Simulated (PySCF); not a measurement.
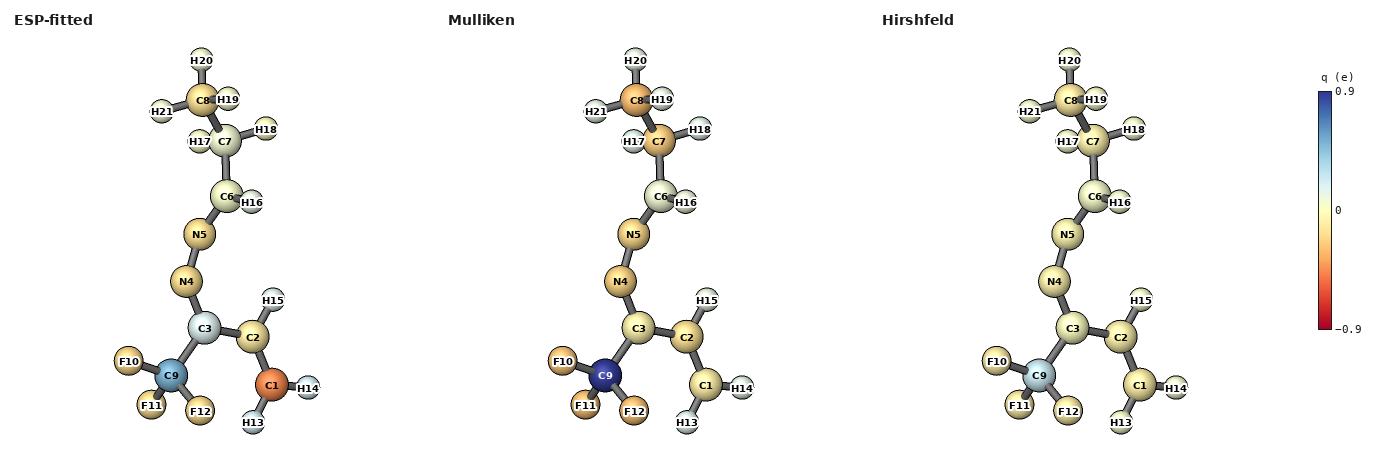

Atomic charges of one calculation by 3 schemes, on one colour scale. Computed geometry: GFN2-xTB optimisation. No frequency run is at hand to confirm it as a minimum. Computed with PBE0/pcSseg-1 (PySCF 2.14.0).

**Which scheme gives the most polar picture (largest mean size of the charges)?**

The Mulliken charges are the largest in size here, and the Hirshfeld charges the smallest.

**On which atom do the schemes disagree most?**

On C9 (from 0.25 to 0.88 e).

List the charges (e), one line for each set of equivalent atoms.

```csv
atom,ESP-fitted,Mulliken,Hirshfeld
C1,−0.46,−0.09,−0.08
C2,−0.11,−0.16,−0.06
C3,0.16,−0.07,0.01
N4,−0.18,−0.22,−0.06
N5,−0.17,−0.19,−0.05
C6,0.03,0.08,0.04
C7,0.07,−0.24,−0.07
C8,−0.17,−0.29,−0.11
C9,0.51,0.88,0.25
F10,−0.20,−0.26,−0.09
F11,−0.18,−0.28,−0.10
F12,−0.19,−0.28,−0.10
H13,0.21,0.14,0.04
H14,0.21,0.13,0.06
H15,0.14,0.12,0.04
H16,0.12,0.09,0.05
H17,0.02,0.13,0.05
H18,0.01,0.13,0.05
H19,0.04,0.11,0.04
H20,0.06,0.12,0.05
H21,0.06,0.13,0.04
```
